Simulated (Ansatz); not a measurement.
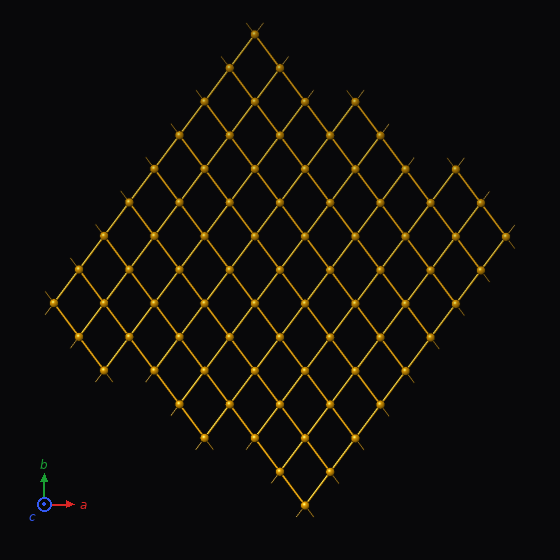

A cut-out of a periodic net derived from a crystal structure. Nodes are coloured by topological kind. One layer is drawn. Edges to nodes outside the piece are drawn as stubs.

What net is this?

A uninodal 4-connected, two-periodic (layers) net. It is the sql net, known from the square lattice.

Give point symbol and coordination sequence.

4⁴·6², sequence 4, 8, 12, 16, 20.

Where the net comes from. The compound is Ga2N (space group C222, No. 21), taken as the input geometry of an electronic-structure calculation (not necessarily at equilibrium); the starting structure was generated, so it need not be a known form of this composition. Bonds are taken as Ga–N below 2.3 Å. Simplification: prune 0- and 1-connected atoms, fold 2-connected ones into links. N is a 4-connected node. Ga becomes part of the edges.
